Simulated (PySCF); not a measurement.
# One shape, several levels: C2H4AlClSi (SMILES C#C[SiH2][AlH][Cl])

We compute a comparison of 6 runs (HF/STO-3G, HF/3-21G, HF/def2-SVP, B3LYP/6-31G*, B2PLYP/def2-TZVP, BP86/def2-TZVP) of C2H4AlClSi. 

The calculation is run with PySCF 2.14.0.

## Step 1: The system as given

C2H4AlClSi: 9 atoms, total charge 0, spin state singlet. SMILES: `C#C[SiH2][AlH][Cl]`. The shape is that of a PBE0-D4/def2-TZVP optimisation. This is one conformer, not always the lowest.

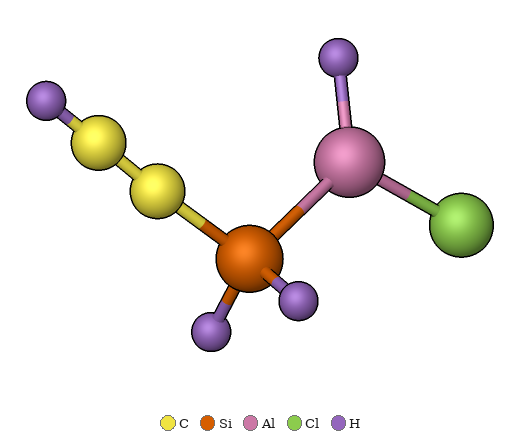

The structure, seen from a chosen angle (carbon yellow, silicon orange, aluminium pink, chlorine green, hydrogen purple).

## Step 2: Energy and forces at HF/STO-3G (run 1)

File job.py:

```python
import pyscf.grad
from pyscf import gto, scf

mol = gto.M(
    atom=[
    ('C', (-0.625600, 1.777600, 1.849500)),
    ('C', (-0.379600, 0.718300, 1.325700)),
    ('Si', (0.008900, -0.832000, 0.444000)),
    ('Al', (0.479900, -0.323300, -1.906600)),
    ('Cl', (0.958200, -1.963500, -3.134700)),
    ('H', (-0.845500, 2.706800, 2.323300)),
    ('H', (-1.149700, -1.757600, 0.570800)),
    ('H', (1.181000, -1.473700, 1.099400)),
    ('H', (0.460900, 1.101000, -2.588400)),
],
    verbose=4,
    basis='sto-3g',
    spin=0,
    max_memory=1860,
)

calc0 = scf.RHF(mol)
calc0.conv_tol = 1e-10
calc0.kernel()
if not calc0.converged:
    calc0 = calc0.newton().run(calc0.mo_coeff, calc0.mo_occ)

e_tot = calc0.e_tot
print('E = %.10f Eh' % e_tot)
grad = calc0.Gradients().kernel()
dip = calc0.dip_moment()
pop, q = calc0.mulliken_pop()
```

Command:

```bash
OMP_NUM_THREADS=1 python job.py
```

What it wrote:

```text
PySCF version 2.14.0

[... 65 lines left out ...]
converged SCF energy = -1056.35909959337
[... 12 lines left out ...]
Dipole moment(X, Y, Z, Debye): -0.48567,  2.05427,  1.03890
[... 12 lines left out ...]
pop of  2 Si 2s           1.98761
pop of  2 Si 3s           1.25774
pop of  2 Si 2px          1.96456
pop of  2 Si 2py          1.96268
pop of  2 Si 2pz          1.96725
pop of  2 Si 3px          0.78559
pop of  2 Si 3py          0.69605
pop of  2 Si 3pz          0.89820
pop of  3 Al 1s           1.99949
pop of  3 Al 2s           1.98299
pop of  3 Al 3s           1.07227
pop of  3 Al 2px          1.92724
pop of  3 Al 2py          1.93961
pop of  3 Al 2pz          1.94050
pop of  3 Al 3px          0.15370
pop of  3 Al 3py          0.53461
pop of  3 Al 3pz          0.57742
pop of  4 Cl 1s           1.99998
pop of  4 Cl 2s           1.99904
pop of  4 Cl 3s           1.98683
pop of  4 Cl 2px          1.99882
pop of  4 Cl 2py          1.99544
pop of  4 Cl 2pz          1.99723
pop of  4 Cl 3px          1.92920
pop of  4 Cl 3py          1.75305
pop of  4 Cl 3pz          1.84884
pop of  5 H 1s            0.90641
pop of  6 H 1s            1.14907
pop of  7 H 1s            1.14906
pop of  8 H 1s            1.23350
 ** Mulliken atomic charges  **
charge of    0C =     -0.14226
charge of    1C =     -0.26415
charge of    2Si =      0.48070
charge of    3Al =      0.87218
charge of    4Cl =     -0.50842
charge of    5H =      0.09359
charge of    6H =     -0.14907
charge of    7H =     -0.14906
charge of    8H =     -0.23350
```

Run time: 2.3 s. Hardware: 1 thread of Arm Neoverse V1, shared host; peak memory 0.12 GiB.

## Step 3: Energy and gradient at HF/3-21G (run 2)

File calc.py:

```python
from pyscf import gto, scf

system = gto.Mole()
system.atom = [
    ('C', (-0.625600, 1.777600, 1.849500)),
    ('C', (-0.379600, 0.718300, 1.325700)),
    ('Si', (0.008900, -0.832000, 0.444000)),
    ('Al', (0.479900, -0.323300, -1.906600)),
    ('Cl', (0.958200, -1.963500, -3.134700)),
    ('H', (-0.845500, 2.706800, 2.323300)),
    ('H', (-1.149700, -1.757600, 0.570800)),
    ('H', (1.181000, -1.473700, 1.099400)),
    ('H', (0.460900, 1.101000, -2.588400)),
]
system.max_memory = 1860
system.basis = '3-21g'
system.verbose = 4
system.build()

calc0 = scf.RHF(system)
calc0.conv_tol = 1e-10
calc0.kernel()
if not calc0.converged:
    calc0 = calc0.newton().run(calc0.mo_coeff, calc0.mo_occ)

etot = calc0.e_tot
print('E(%s) = %.9f' % ('HF', etot))
grad = calc0.nuc_grad_method().kernel()
dip = calc0.dip_moment()
pop, q = calc0.mulliken_pop()
```

Command:

```bash
OMP_NUM_THREADS=1 python calc.py
```

What it wrote:

```text
PySCF version 2.14.0

[... 65 lines left out ...]
converged SCF energy = -1062.93045620679
[... 12 lines left out ...]
Dipole moment(X, Y, Z, Debye): -0.65230,  2.51667,  1.53057
[... 36 lines left out ...]
pop of  3 Al 2px          1.95481
pop of  3 Al 2py          1.96267
pop of  3 Al 2pz          1.96242
pop of  3 Al 3px          0.12180
pop of  3 Al 3py          0.47610
pop of  3 Al 3pz          0.52963
pop of  3 Al 4px          0.03436
pop of  3 Al 4py          0.05962
pop of  3 Al 4pz         -0.00111
pop of  4 Cl 1s           1.99859
pop of  4 Cl 2s           1.95865
pop of  4 Cl 3s           1.09700
pop of  4 Cl 4s           0.95664
pop of  4 Cl 2px          1.96931
pop of  4 Cl 2py          1.96788
pop of  4 Cl 2pz          1.96879
pop of  4 Cl 3px          1.01458
pop of  4 Cl 3py          0.98950
pop of  4 Cl 3pz          1.01747
pop of  4 Cl 4px          0.92012
pop of  4 Cl 4py          0.81723
pop of  4 Cl 4pz          0.85238
pop of  5 H 1s            0.45213
pop of  5 H 2s            0.21026
pop of  6 H 1s            0.42041
pop of  6 H 2s            0.73003
pop of  7 H 1s            0.42041
pop of  7 H 2s            0.73004
pop of  8 H 1s            0.39645
pop of  8 H 2s            0.82076
 ** Mulliken atomic charges  **
charge of    0C =     -0.44630
charge of    1C =     -0.45819
charge of    2Si =      0.59205
charge of    3Al =      1.02106
charge of    4Cl =     -0.52813
charge of    5H =      0.33761
charge of    6H =     -0.15044
charge of    7H =     -0.15045
charge of    8H =     -0.21721
```

It took 2.5 s on 1 thread of Arm Neoverse V1, shared host; peak memory 0.13 GiB.

Runs 3 to 5 aren't shown in full; the table further down has their settings and results.

## Step 4: Energy and forces at BP86/def2-TZVP (run 6)

File job.py:

```python
# C#C[SiH2][AlH][Cl]
import pyscf.grad
from pyscf import gto, dft

system = gto.M(
    atom='''
C     -0.625600     1.777600     1.849500
C     -0.379600     0.718300     1.325700
Si     0.008900    -0.832000     0.444000
Al     0.479900    -0.323300    -1.906600
Cl     0.958200    -1.963500    -3.134700
H     -0.845500     2.706800     2.323300
H     -1.149700    -1.757600     0.570800
H      1.181000    -1.473700     1.099400
H      0.460900     1.101000    -2.588400
''',
    verbose=4,
    basis='def2-tzvp',
    max_memory=1860,
)

mf = dft.RKS(system)
mf.xc = 'bp86'
mf.conv_tol = 1e-10
mf.grids.level = 5
mf.kernel()
if not mf.converged:
    mf = mf.newton().run(mf.mo_coeff, mf.mo_occ)

e_tot = mf.e_tot
print('Final energy', e_tot)
grad = mf.Gradients().kernel()
dip = mf.dip_moment()
pop, q = mf.mulliken_pop()
```

Command:

```bash
OMP_NUM_THREADS=1 python job.py
```

What it wrote:

```text
PySCF version 2.14.0

[... 82 lines left out ...]
converged SCF energy = -1070.88670212702
Final energy -1070.886702127018
[... 12 lines left out ...]
Dipole moment(X, Y, Z, Debye): -0.31731,  1.18042,  0.76895
[... 168 lines left out ...]
pop of  4 Cl 4f-2         0.00022
pop of  4 Cl 4f-1         0.00029
pop of  4 Cl 4f+0         0.00014
pop of  4 Cl 4f+1         0.00003
pop of  4 Cl 4f+2         0.00029
pop of  4 Cl 4f+3         0.00012
pop of  5 H 1s            0.26447
pop of  5 H 2s            0.45535
pop of  5 H 3s            0.07314
pop of  5 H 2px           0.00463
pop of  5 H 2py           0.01111
pop of  5 H 2pz           0.00620
pop of  6 H 1s            0.24497
pop of  6 H 2s            0.53187
pop of  6 H 3s            0.23069
pop of  6 H 2px           0.00426
pop of  6 H 2py           0.00308
pop of  6 H 2pz           0.00143
pop of  7 H 1s            0.24497
pop of  7 H 2s            0.53187
pop of  7 H 3s            0.23067
pop of  7 H 2px           0.00435
pop of  7 H 2py           0.00198
pop of  7 H 2pz           0.00244
pop of  8 H 1s            0.23661
pop of  8 H 2s            0.52424
pop of  8 H 3s            0.33039
pop of  8 H 2px           0.00008
pop of  8 H 2py           0.00349
pop of  8 H 2pz           0.00114
 ** Mulliken atomic charges  **
charge of    0C =     -0.15053
charge of    1C =     -0.15445
charge of    2Si =      0.02137
charge of    3Al =      0.45650
charge of    4Cl =     -0.22946
charge of    5H =      0.18510
charge of    6H =     -0.01630
charge of    7H =     -0.01628
charge of    8H =     -0.09595
```

It took 2.8 min on 1 thread of Arm Neoverse V1, shared host; peak memory 3 GiB.

## Step 5: The series

```csv
run,level,Cartesian functions,integration grid,energy (Eh),dipole moment (D),HOMO energy (eV),LUMO energy (eV),wall time
1,HF/STO-3G,no,–,-1056.359100,2.35,-7.72,7.15,2.3 s
2,HF/3-21G,no,–,-1062.930456,3.02,-10.09,0.52,2.5 s
3,HF/def2-SVP,no,–,-1068.056589,1.84,-10.02,0.88,8.7 s
4,B3LYP/6-31G* (Cartesian functions),yes,5,-1070.742281,1.91,-7.18,-2.11,43 s
5,B2PLYP/def2-TZVP,no,5,-1070.359574,1.69,-8.45,-0.96,2.1 min
6,BP86/def2-TZVP,no,5,-1070.886702,1.44,-6.56,-2.86,2.8 min
```

## Step 6: Summary of results

```
                       quantity           value
            run 6: total energy  -1070.88670 Eh
           run 6: dipole moment          1.44 D
             run 6: HOMO energy        -6.56 eV
             run 6: LUMO energy        -2.86 eV
           run 6: HOMO–LUMO gap         3.71 eV
run 6: largest force on an atom      1.032 eV/Å
```

**Reading.** The dipole moment (its size) runs from 1.44 D (BP86/def2-TZVP) to 3.02 D (HF/3-21G). The two ends differ in method and basis. The HOMO–LUMO gap runs from 3.71 eV (BP86/def2-TZVP) to 14.87 eV (HF/STO-3G). Totals of different functionals can't be ranked against each other. In run 1 the basis is minimal, so the values are rough. All runs together took 5.9 min, the longest 2.8 min.
